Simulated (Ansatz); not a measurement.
**CH₄Si (triplet): correlated methods under varied settings**

Aim: run CH₄Si (triplet) at one geometry under a spread of methods and options, and see what each costs and gives.

The runs use Ansatz 0.2.0, Gaussian basis; the settings change from run to run.

19 further runs of the same task are left out: 6 that didn't finish, 13 set aside as unsound or not needed.

## 1. The system

The geometry is a PBE0/def2-TZVP stationary point (not a proven minimum) of the parent state, kept for this charge and spin.

6 atoms, charge 0, spin multiplicity 3.

Atoms are counted from 1 here; the program's logs count them from 0.

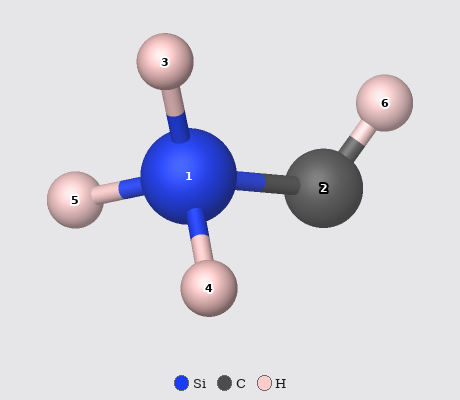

The structure; silicon blue, carbon dark grey, hydrogen pink; atoms are numbered from 1 in the order of the file.

## 2. BCCD(T) on ROHF/cc-pVDZ

Input file in.yaml:

```yaml
crystal:
  periodic: [false, false, false]
  atoms:
    - {symbol: Si, position_ang: [0.000000, 0.030650, 0.526970]}
    - {symbol: C, position_ang: [0.000000, -0.131335, -1.333717]}
    - {symbol: H, position_ang: [0.000000, 1.348427, 1.227799]}
    - {symbol: H, position_ang: [1.215343, -0.735078, 0.927610]}
    - {symbol: H, position_ang: [-1.215343, -0.735078, 0.927610]}
    - {symbol: H, position_ang: [0.000000, 0.832681, -1.873946]}
basis:
  gaussian: {orbitals: cc-pVDZ}
magnetization: {spin_polarized: false, initial_magnetization: 2}
correlation: {method: bccd_t, electrons: outside_noble_gas, diis_vectors: 2}
```

On the command line:

```sh
ansatz run in.yaml --threads 1 --pin off --events-out ev --progress --plain --max-ram 2393MiB
```

Standard output (excerpt; [...] marks lines left out):

```text
Functional definition: HF
  name "HF"
  cite "Fock, Z. Phys. 61, 126 (1930) doi:10.1007/BF01340294"
  parent pbe
[...]
488 factors; integrals over basis functions are off by at most 9.2e-4 eV
[...]
mean field -8952.81586973 eV, -329.0099147759 hartree, gradient 2.4e-6 eV, S^2 2.000000; 0 other end points of the search recorded, 0 dependent functions left out
6 core orbitals not correlated: weight in the atoms' cores, before any rotation towards them, 1.000 or more for the frozen orbitals, at most 0.000 for the correlated occupied ones
reference -8952.81586973 eV, -329.0099147759 hartree; 7, 5 occupied and 39, 41 virtual orbitals, 488 factors
second order -5.22250426 eV of doubles, -0.07689397 eV of singles
cycle   1  -6.16970847 eV  change   -8.7e-1 eV  update   6.6e-2
[...]
cycle  13  -6.45183887 eV  change    2.4e-6 eV  update   1.2e-5
perturbative correction -0.14554215 eV, -0.0053485755 hartree
Total energy: -8959.41325075 eV, -329.2523640565 hartree
```

It took 5.5 s on 1 thread of Intel Xeon at 2.50GHz, shared host.

From the report: correlation -6.5974 eV; largest double amplitude 0.03.

## 3. HF/cc-pVDZ

in.yaml, as its differences from that of step 2:

```diff
@@ -11,3 +11,4 @@
   gaussian: {orbitals: cc-pVDZ}
-magnetization: {spin_polarized: false, initial_magnetization: 2}
-correlation: {method: bccd_t, electrons: outside_noble_gas, diis_vectors: 2}
+magnetization: {spin_polarized: true, initial_magnetization: 2}
+hamiltonian: {xc: hf}
+output: {forces: true, orbitals: {seedname: orbitals}}
```

Launched as before.

Standard output (excerpt; [...] marks lines left out):

```text
Functional definition: HF
  name "HF"
  cite "Fock, Z. Phys. 61, 126 (1930) doi:10.1007/BF01340294"
  parent pbe
[...]
488 factors; integrals over basis functions are off by at most 9.2e-4 eV
[...]
mean field -8952.95170481 eV, -329.0149066233 hartree, gradient 3.1e-5 eV, S^2 2.015746; 0 other end points of the search recorded, 0 dependent functions left out
[...]
reference -8952.95170481 eV, -329.0149066233 hartree; 13, 11 occupied and 39, 41 virtual orbitals, 488 factors
Total energy: -8952.95170481 eV, -329.0149066233 hartree
Atom 0 at     0.000000     0.030650     0.526970 Å, force     0.000000    -2.027438     0.314243 eV/Å
Atom 1 at     0.000000    -0.131335    -1.333717 Å, force     0.000000     2.560766     0.380402 eV/Å
Atom 2 at     0.000000     1.348427     1.227799 Å, force     0.000000     0.122420    -0.628710 eV/Å
Atom 3 at     1.215343    -0.735078     0.927610 Å, force    -0.034934     0.153750     0.414640 eV/Å
Atom 4 at    -1.215343    -0.735078     0.927610 Å, force     0.034934     0.153750     0.414640 eV/Å
Atom 5 at     0.000000     0.832681    -1.873946 Å, force    -0.000000    -0.963248    -0.895216 eV/Å
Dipole moment:     0.000000     0.222355    -0.017232 e Å
```

Run time: 1.5 s. Hardware: 1 thread of Intel Xeon at 2.50GHz, shared host.

From the report: ⟨S²⟩ of the determinant 2.016 (pure triplet: 2.00).

## 4. BCCD on ROHF/6-31G

in.yaml, as its differences from that of step 3:

```diff
@@ -10,5 +10,4 @@
 basis:
-  gaussian: {orbitals: cc-pVDZ}
-magnetization: {spin_polarized: true, initial_magnetization: 2}
-hamiltonian: {xc: hf}
-output: {forces: true, orbitals: {seedname: orbitals}}
+  gaussian: {orbitals: 6-31G}
+magnetization: {spin_polarized: false, initial_magnetization: 2}
+correlation: {method: bccd, electrons: outside_noble_gas}
```

Same command.

Standard output (excerpt; [...] marks lines left out):

```text
Functional definition: HF
  name "HF"
  cite "Fock, Z. Phys. 61, 126 (1930) doi:10.1007/BF01340294"
  parent pbe
[...]
395 factors; integrals over basis functions are off by at most 2.7e-4 eV
[...]
mean field -8950.60346299 eV, -328.9286103278 hartree, gradient 2.4e-6 eV, S^2 2.000000; 0 other end points of the search recorded, 0 dependent functions left out
6 core orbitals not correlated: weight in the atoms' cores, before any rotation towards them, 1.000 or more for the frozen orbitals, at most 0.000 for the correlated occupied ones
reference -8950.60346299 eV, -328.9286103278 hartree; 7, 5 occupied and 17, 19 virtual orbitals, 395 factors
second order -2.88063957 eV of doubles, -0.05119358 eV of singles
cycle   1  -3.55612839 eV  change   -6.2e-1 eV  update   6.5e-2
[...]
cycle  10  -3.83582411 eV  change   -9.7e-6 eV  update   1.3e-5
Total energy: -8954.43928709 eV, -329.0695742638 hartree
```

Run time: 1.9 s. Hardware: 1 thread of Intel Xeon at 2.50GHz, shared host.

From the report: correlation -3.8358 eV; largest double amplitude 0.03.

## 5. CCSD(T) on ROHF/def2-mTZVP

in.yaml, as its differences from that of step 4:

```diff
@@ -10,4 +10,5 @@
 basis:
-  gaussian: {orbitals: 6-31G}
+  gaussian: {orbitals: def2-mTZVP}
 magnetization: {spin_polarized: false, initial_magnetization: 2}
-correlation: {method: bccd, electrons: outside_noble_gas}
+correlation: {method: ccsd_t, electrons: valence}
+output: {forces: true}
```

Launched as before.

Standard output (excerpt; [...] marks lines left out):

```text
Functional definition: HF
  name "HF"
  cite "Fock, Z. Phys. 61, 126 (1930) doi:10.1007/BF01340294"
  parent pbe
[...]
502 factors; integrals over basis functions are off by at most 1.2e-3 eV
[...]
mean field -8953.01817418 eV, -329.0173493275 hartree, gradient 2.6e-6 eV, S^2 2.000000; 0 other end points of the search recorded, 0 dependent functions left out
[...]
6 core orbitals not correlated: weight in the atoms' cores, before any rotation towards them, 1.000 or more for the frozen orbitals, at most 0.000 for the correlated occupied ones
reference -8953.01817418 eV, -329.0173493275 hartree; 7, 5 occupied and 40, 42 virtual orbitals, 502 factors
second order -4.47899079 eV of doubles, -0.07531139 eV of singles
cycle   1  -5.23144381 eV  change   -6.8e-1 eV  update   6.6e-2
[...]
cycle  13  -5.54409652 eV  change    2.9e-6 eV  update   2.0e-6
perturbative correction -0.14428594 eV, -0.0053024106 hartree
[...]
Total energy: -8958.70655665 eV, -329.2263935273 hartree
Atom 0 at     0.000000     0.030650     0.526970 Å, force    -0.000000    -1.943113     0.006979 eV/Å
Atom 1 at     0.000000    -0.131335    -1.333717 Å, force    -0.000000     2.367012     0.751546 eV/Å
Atom 2 at     0.000000     1.348427     1.227799 Å, force     0.000000     0.189591    -0.538316 eV/Å
Atom 3 at     1.215343    -0.735078     0.927610 Å, force    -0.015512     0.115577     0.364578 eV/Å
Atom 4 at    -1.215343    -0.735078     0.927610 Å, force     0.015512     0.115577     0.364578 eV/Å
Atom 5 at     0.000000     0.832681    -1.873946 Å, force     0.000000    -0.844643    -0.949364 eV/Å
Dipole moment:     0.000000     0.243982     0.039466 e Å
```

It took 14 s on 1 thread of Intel Xeon at 2.50GHz, shared host.

From the report: correlation -5.6884 eV; T1 0.021; largest double amplitude 0.02.

## 6. MP2 on UHF/6-31G

in.yaml, as its differences from that of step 5:

```diff
@@ -10,5 +10,6 @@
 basis:
-  gaussian: {orbitals: def2-mTZVP}
-magnetization: {spin_polarized: false, initial_magnetization: 2}
-correlation: {method: ccsd_t, electrons: valence}
+  gaussian: {orbitals: 6-31G}
+magnetization: {spin_polarized: true, initial_magnetization: 2}
+correlation: {method: mp2, electrons: valence}
+scf: {lower_state_search: off}
 output: {forces: true}
```

The command is unchanged.

Standard output (excerpt; [...] marks lines left out):

```text
Functional definition: HF
  name "HF"
  cite "Fock, Z. Phys. 61, 126 (1930) doi:10.1007/BF01340294"
  parent pbe
[...]
395 factors; integrals over basis functions are off by at most 2.7e-4 eV
[...]
mean field -8950.71528432 eV, -328.9327196861 hartree, gradient 2.5e-6 eV, S^2 2.019342; 0 other end points of the search recorded, 0 dependent functions left out
6 core orbitals not correlated: weight in the atoms' cores, before any rotation towards them, 1.000 or more for the frozen orbitals, at most 0.000 for the correlated occupied ones
reference -8950.71528432 eV, -328.9327196861 hartree; 7, 5 occupied and 17, 19 virtual orbitals, 395 factors
second order -2.85340732 eV of doubles, -0.00000000 eV of singles
[...]
Total energy: -8953.56869164 eV, -329.0375804710 hartree
Atom 0 at     0.000000     0.030650     0.526970 Å, force     0.000000    -1.738904     0.603406 eV/Å
Atom 1 at     0.000000    -0.131335    -1.333717 Å, force     0.000000     2.328280    -0.187474 eV/Å
Atom 2 at     0.000000     1.348427     1.227799 Å, force    -0.000000     0.412532    -0.380634 eV/Å
Atom 3 at     1.215343    -0.735078     0.927610 Å, force     0.239206    -0.076095     0.498936 eV/Å
Atom 4 at    -1.215343    -0.735078     0.927610 Å, force    -0.239206    -0.076095     0.498936 eV/Å
Atom 5 at     0.000000     0.832681    -1.873946 Å, force    -0.000000    -0.849720    -1.033169 eV/Å
Dipole moment:     0.000000     0.229204     0.010191 e Å
Checks for a lower state left out: starts, cluster_reference, orbital_swaps, neighbouring_geometries, increment
```

It took 1.2 s on 1 thread of Intel Xeon at 2.50GHz, shared host.

From the report: ⟨S²⟩ of the determinant 2.019 (pure triplet: 2.00).

## 7. HF/cc-pVDZ

in.yaml, as its differences from that of step 6:

```diff
@@ -10,6 +10,6 @@
 basis:
-  gaussian: {orbitals: 6-31G}
+  gaussian: {orbitals: cc-pVDZ}
 magnetization: {spin_polarized: true, initial_magnetization: 2}
-correlation: {method: mp2, electrons: valence}
-scf: {lower_state_search: off}
-output: {forces: true}
+hamiltonian: {xc: hf}
+scf: {lower_state_search: light}
+output: {orbitals: {seedname: orbitals}}
```

Same command.

Standard output:

```text
Functional definition: HF
  name "HF"
  cite "Fock, Z. Phys. 61, 126 (1930) doi:10.1007/BF01340294"
  parent pbe
  exchange = exact_x
  correlation = 0
488 factors; integrals over basis functions are off by at most 9.2e-4 eV
mean field evaluation 1: about -8951.2562 eV, gradient 1.1e1 eV
mean field evaluation 2: about -8951.2975 eV, gradient 1.1e1 eV
mean field evaluation 4: about -8952.8994 eV, gradient 1.6e0 eV
mean field evaluation 8: about -8952.9486 eV, gradient 3.1e-1 eV
mean field -8952.95170481 eV, -329.0149066233 hartree, gradient 3.1e-5 eV, S^2 2.015746; 0 other end points of the search recorded, 0 dependent functions left out
reference -8952.95170481 eV, -329.0149066233 hartree; 13, 11 occupied and 39, 41 virtual orbitals, 488 factors
Total energy: -8952.95170481 eV, -329.0149066233 hartree
```

It took 1.2 s on 1 thread of Intel Xeon at 2.50GHz, shared host.

From the report: ⟨S²⟩ of the determinant 2.016 (pure triplet: 2.00).

## 8. BCCD(T) on UHF/STO-3G

in.yaml, as its differences from that of step 7:

```diff
@@ -10,6 +10,5 @@
 basis:
-  gaussian: {orbitals: cc-pVDZ}
+  gaussian: {orbitals: STO-3G}
 magnetization: {spin_polarized: true, initial_magnetization: 2}
-hamiltonian: {xc: hf}
-scf: {lower_state_search: light}
-output: {orbitals: {seedname: orbitals}}
+correlation: {method: bccd_t, electrons: outside_noble_gas}
+output: {forces: true}
```

Launched as before.

Standard output (excerpt; [...] marks lines left out):

```text
Functional definition: HF
  name "HF"
  cite "Fock, Z. Phys. 61, 126 (1930) doi:10.1007/BF01340294"
  parent pbe
[...]
211 factors; integrals over basis functions are off by at most 3.2e-5 eV
[...]
mean field -8849.41276968 eV, -325.2099209382 hartree, gradient 2.9e-6 eV, S^2 2.018202; 0 other end points of the search recorded, 0 dependent functions left out
6 core orbitals not correlated: weight in the atoms' cores, before any rotation towards them, 1.000 or more for the frozen orbitals, at most 0.000 for the correlated occupied ones
reference -8849.41276968 eV, -325.2099209382 hartree; 7, 5 occupied and 5, 7 virtual orbitals, 211 factors
second order -1.72494372 eV of doubles, -0.00000000 eV of singles
cycle   1  -2.26575408 eV  change   -5.4e-1 eV  update   6.1e-2
[...]
cycle  11  -2.59075569 eV  change   -7.6e-7 eV  update   2.5e-6
perturbative correction -0.02033998 eV, -0.0007474803 hartree
[...]
Total energy: -8852.02386534 eV, -325.3058769341 hartree
Atom 0 at     0.000000     0.030650     0.526970 Å, force     0.000000    -2.067911     0.854638 eV/Å
Atom 1 at     0.000000    -0.131335    -1.333717 Å, force     0.000000     1.733254     0.921752 eV/Å
Atom 2 at     0.000000     1.348427     1.227799 Å, force     0.000000    -0.640026    -0.982562 eV/Å
Atom 3 at     1.215343    -0.735078     0.927610 Å, force    -0.832380     0.582761     0.212935 eV/Å
Atom 4 at    -1.215343    -0.735078     0.927610 Å, force     0.832380     0.582761     0.212935 eV/Å
Atom 5 at     0.000000     0.832681    -1.873946 Å, force    -0.000000    -0.190840    -1.219698 eV/Å
Dipole moment:    -0.000000     0.128225     0.017110 e Å
```

It took 1.5 s on 1 thread of Intel Xeon at 2.50GHz, shared host.

From the report: ⟨S²⟩ of the determinant 2.018 (pure triplet: 2.00); correlation -2.6111 eV; largest double amplitude 0.05.

## 9. NEVPT4(SD)(4,4)/6-31G

in.yaml, as its differences from that of step 8:

```diff
@@ -10,5 +10,4 @@
 basis:
-  gaussian: {orbitals: STO-3G}
-magnetization: {spin_polarized: true, initial_magnetization: 2}
-correlation: {method: bccd_t, electrons: outside_noble_gas}
-output: {forces: true}
+  gaussian: {orbitals: 6-31G}
+magnetization: {spin_polarized: false, initial_magnetization: 2}
+correlation: {method: fic_nevpt4_sd, electrons: outside_noble_gas, active_space: {window: {electrons: 4, orbitals: 4}}}
```

Same command.

Standard output (excerpt; [...] marks lines left out):

```text
Functional definition: HF
  name "HF"
  cite "Fock, Z. Phys. 61, 126 (1930) doi:10.1007/BF01340294"
  parent pbe
[...]
395 factors; integrals over basis functions are off by at most 2.7e-4 eV
[...]
mean field -8950.60346299 eV, -328.9286103278 hartree, gradient 2.4e-6 eV, S^2 2.000000; 0 other end points of the search recorded, 0 dependent functions left out
reference -8950.60346299 eV, -328.9286103278 hartree; 13, 11 occupied and 17, 19 virtual orbitals, 395 factors
state -8951.12081006 eV, -328.9476224821 hartree
state -8951.12081006 eV, -328.9476224821 hartree; corrected -8954.37322884 eV, -329.0671466676 hartree
state -8950.98234438 eV, -328.9425339623 hartree
state -8950.98234438 eV, -328.9425339623 hartree; corrected -8954.37689282 eV, -329.0672813166 hartree
state -8950.98234438 eV, -328.9425339623 hartree; corrected -8954.37689282 eV, -329.0672813166 hartree
state -8951.02337271 eV, -328.9440417254 hartree
state -8951.02337271 eV, -328.9440417254 hartree; corrected -8954.37989608 eV, -329.0673916844 hartree
state -8951.02337271 eV, -328.9440417254 hartree; corrected -8954.37989608 eV, -329.0673916844 hartree
WARN: the results are in doubt because another end's mean lies 0.097 eV lower, and its corrected mean 0.007 eV higher
Total energy: -8954.37989608 eV, -329.0673916844 hartree
In doubt: another end's mean lies 0.097 eV lower, and its corrected mean 0.007 eV higher
```

Run time: 3.8 s. Hardware: 1 thread of Intel Xeon at 2.50GHz, shared host.

From the report: 18 determinants; active occupations 1.98, 1.00, 1.00, 0.02. The program marks this result as in doubt; its last lines say why.

## 10. HF/6-31G

in.yaml, as its differences from that of step 9:

```diff
@@ -12,2 +12,4 @@
 magnetization: {spin_polarized: false, initial_magnetization: 2}
-correlation: {method: fic_nevpt4_sd, electrons: outside_noble_gas, active_space: {window: {electrons: 4, orbitals: 4}}}
+hamiltonian: {xc: hf}
+scf: {lower_state_search: full}
+output: {orbitals: {seedname: orbitals}}
```

Same command.

Standard output:

```text
Functional definition: HF
  name "HF"
  cite "Fock, Z. Phys. 61, 126 (1930) doi:10.1007/BF01340294"
  parent pbe
  exchange = exact_x
  correlation = 0
395 factors; integrals over basis functions are off by at most 2.7e-4 eV
mean field evaluation 1: about -8949.2016 eV, gradient 1.2e1 eV
mean field evaluation 2: about -8949.2043 eV, gradient 1.2e1 eV
mean field evaluation 4: about -8950.5839 eV, gradient 1.6e0 eV
mean field evaluation 8: about -8950.6035 eV, gradient 3.3e-4 eV
mean field evaluation 16: about -8867.5468 eV, gradient 8.5e1 eV
mean field evaluation 32: about -8950.6034 eV, gradient 9.4e-2 eV
mean field evaluation 64: about -8949.8663 eV, gradient 6.7e0 eV
mean field -8950.60346299 eV, -328.9286103278 hartree, gradient 1.0e-5 eV, S^2 2.000000; 5 other end points of the search recorded, 0 dependent functions left out
reference -8950.60346299 eV, -328.9286103278 hartree; 13, 11 occupied and 17, 19 virtual orbitals, 395 factors
Total energy: -8950.60346299 eV, -328.9286103278 hartree
```

Wall time 1.3 s (1 thread of Intel Xeon at 2.50GHz, shared host).

## 11. The runs in one table

Where basis and cores are those of an earlier UCCSDT(Q)/cc-pVDZ run (-8959.4481 eV), and the state is the same kind, the miss against it is given. † marks a result that the program doubts.

```tsv
level	correlated	functions	energy (eV)	from UCCSDT(Q) (meV)	time
BCCD(T) on ROHF/cc-pVDZ	outside noble gas	52	-8959.4133	34.9	5.5 s
HF/cc-pVDZ		52	-8952.9517	6496.4	1.5 s
BCCD on ROHF/6-31G	outside noble gas	30	-8954.4393		1.9 s
CCSD(T) on ROHF/def2-mTZVP	valence	53	-8958.7066		14 s
MP2 on UHF/6-31G	valence	30	-8953.5687		1.2 s
HF/cc-pVDZ		52	-8952.9517	6496.4	1.2 s
BCCD(T) on UHF/STO-3G	outside noble gas	18	-8852.0239		1.5 s
NEVPT4(SD)(4,4)/6-31G †	outside noble gas	30	-8954.3799		3.8 s
HF/6-31G		30	-8950.6035		1.3 s
```

## 12. Outcome

```
quantity                             value
    runs                                 9
quickest           MP2 on UHF/6-31G, 1.2 s
 slowest  CCSD(T) on ROHF/def2-mTZVP, 14 s
```

**Reading.** Total energies in different bases, with other cores or another treatment of relativity can't be set against each other. CCSD(T) on ROHF/def2-mTZVP took 11 times as long as MP2 on UHF/6-31G; the jobs differ in more than the method. Hartree-Fock, CASSCF and CASCI lack dynamic correlation by design.
